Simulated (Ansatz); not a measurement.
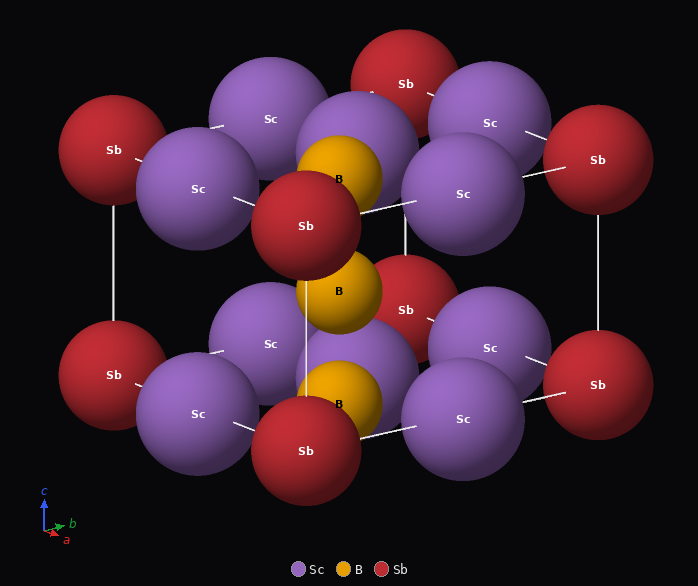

An orthographic spheres-only view of the structure, slightly off an axis. The simulation cell is outlined; an atom on or near a face, edge or corner is repeated at each equivalent position.

```yaml
crystal:
  lattice:
    - [6.78256, 0.00000, 0.00000]
    - [-3.39128, 5.87387, 0.00000]
    - [0.00000, 0.00000, 3.17600]
  atoms:
    - { symbol: Sc, position: [0.48410, 0.51590, 0.00000] }
    - { symbol: Sc, position: [0.48410, 0.96820, 0.00000] }
    - { symbol: Sc, position: [0.03180, 0.51590, 0.00000] }
    - { symbol: B, position: [0.66667, 0.33333, 0.00000] }
    - { symbol: B, position: [0.66667, 0.33333, 0.50000] }
    - { symbol: Sb, position: [0.00000, 0.00000, 0.00000] }
```

The calculation used Ansatz, DFT PBE, scalar-relativistic, plane waves, PAW, with plane-wave cutoff 420 eV, a 6×6×12 grid in reciprocal space, Gaussian smearing of 0.1 eV, collinear spins.

### What net charge does each kind of atom have (Bader)?

Sc +0.89 e; B -1.12 to -0.50 e; Sb -1.05 e.

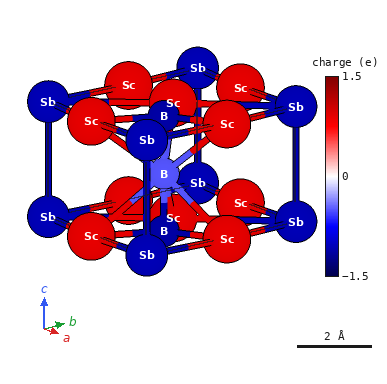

The atoms coloured by those charges.

The cell started as a random cell made by a generator, so it need not be a real form of the compound. Earlier steps of the study, as a rule a relaxation of our own, may have changed the cell and positions, so they can lie some per cent off the listed ones. Ansatz was used for an electronic-structure calculation on it.
